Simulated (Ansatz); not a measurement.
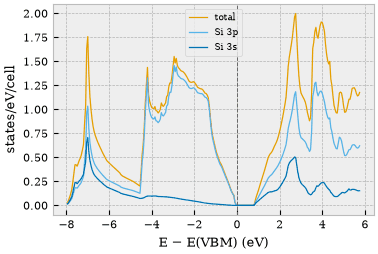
Figure. Total and projected density of states of Si (diamond, space group No. 227), the program Ansatz at the r²SCAN level (PAW)

Q: Which orbitals carry the states next to the gap?

A: Top 1 eV of the valence band: Si 3p 96 %. Bottom 1 eV of the conduction band: Si 3p 57 %, Si 3s 27 %, outside the projected shells 16 %. Projections are on Löwdin-orthogonalised atomic valence shells; empty p or d shells of many metals are not among them.

Q: Where is the tallest occupied peak in this window, and what makes it?

A: Near -7.0 eV, about 1.8 states/eV per cell; the largest projected share is Si 3p.

Space group Fd-3m (diamond). The r²SCAN relaxation kept the symmetry of its start; phonons on a q-mesh show no instability.

Potentials: the later of the program's two PAW sets.
